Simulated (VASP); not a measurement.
Band structure of CdTe (zinc blende). Method: PBE GGA with D4 dispersion, VASP's PBE PAW potentials (set 64) (plane waves; VASP).

Unless said otherwise, spin-orbit coupling is left out, though it shifts the bands of the heavy elements here.

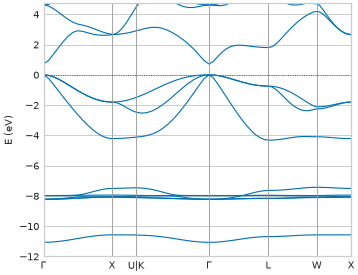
Figure: Bands along high-symmetry lines, zero at the valence-band maximum or, without a gap, the Fermi level

Problem. Read the plot: is there a gap, and where are the band edges?

Solution. The gap is direct, 0.71 eV, from the valence maximum at Γ to the conduction minimum at Γ. (Edges off the drawn lines would not show.)

Measured: gap 1.63 eV (computed value off by -0.92 eV), as given by Anna Miglio et al., npj Computational Materials (2020), arXiv:2011.12765 [zero-point renormalisation of 16 meV (experimental, the table's column) added back].

The compound is CdTe in the zinc blende structure. It was relaxed first.
